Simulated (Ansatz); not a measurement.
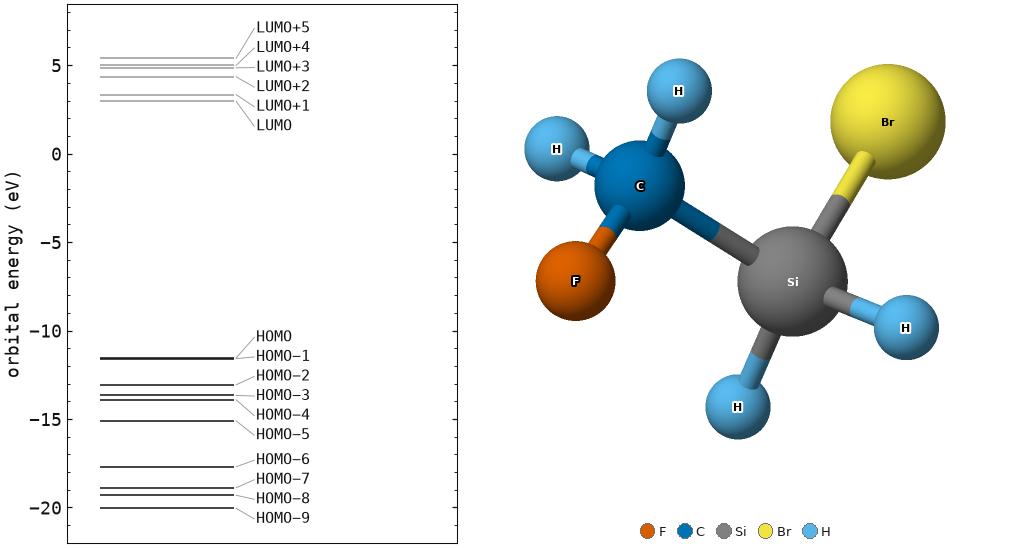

CH₄BrFSi, SMILES FC[SiH2]Br. Hartree-Fock orbital energies near the frontier, HF/def2-TZVPP in the Ansatz code, at a PBE0-D4/def2-TZVP geometry (a minimum by its frequencies), isolated molecule; empty levels in grey, levels within 0.03 eV side by side.

**Where do the frontier orbitals lie?**

HOMO at −11.55 eV, LUMO at 2.96 eV, 14.51 eV apart.

**How far below the HOMO does the next level lie?**

0.04 eV.

**List the levels.**

```tsv
orbital	energy (eV)
LUMO+5	5.39
LUMO+4	4.99
LUMO+3	4.85
LUMO+2	4.34
LUMO+1	3.33
LUMO	2.96
HOMO	−11.55
HOMO−1	−11.59
HOMO−2	−13.07
HOMO−3	−13.67
HOMO−4	−13.91
HOMO−5	−15.11
HOMO−6	−17.70
HOMO−7	−18.88
HOMO−8	−19.31
HOMO−9	−20.05
```

Caveats: no scalar relativity up to krypton; spin-orbit coupling is left out, and with Br it can shift these levels and split any degenerate set; one conformer of a flexible molecule; empty levels above zero depend strongly on the basis.
